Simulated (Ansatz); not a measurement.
Partial pair distribution functions of a relaxed model of amorphous Ga₂₄O₃₈Si, broadened by 0.06 Å; density 4.84 g/cm³. Method: PBE, scalar-relativistic without spin-orbit coupling (plane waves to 420 eV, PAW; Ansatz, a first-principles code).

Preparation: random packing, a CHGNet melt and quench, and a DFT relaxation. O atoms were pushed apart under 1.9 Å during the dynamics, to hinder bonds among them. The hot cell started wider than the set density and was brought back towards it in steps. It is the lowest in DFT energy of 2 quenches. It is a model cell: composition and starting density were chosen by hand, and all elements were melted together. No dispersion term was used. Its density started from a set value of 4.85 and ended at 4.84 g/cm³. The quench (nominally 220 K/ps over its main leg) was far faster than any real one, so the model tends to hold more defects than a real film. A cell of this size samples the disorder only roughly. The volume was free in the relaxation, at fixed shape. Stress components on the final sampling reach 2.6 GPa.

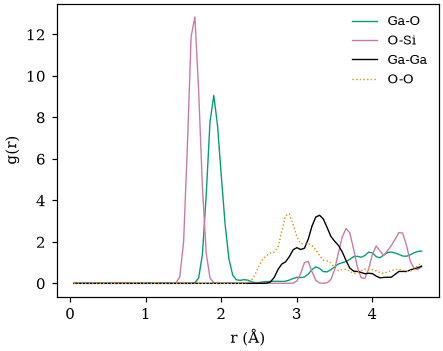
Figure: Partial pair distribution functions

Highest peaks under 4.5 Å: Ga-O near 1.90 Å, O-Si near 1.65 Å, Ga-Ga near 3.30 Å, O-O near 2.90 Å; pairs of few atoms are noisy.

Within 2.42 Å each Ga has 4.54 O neighbours on average.
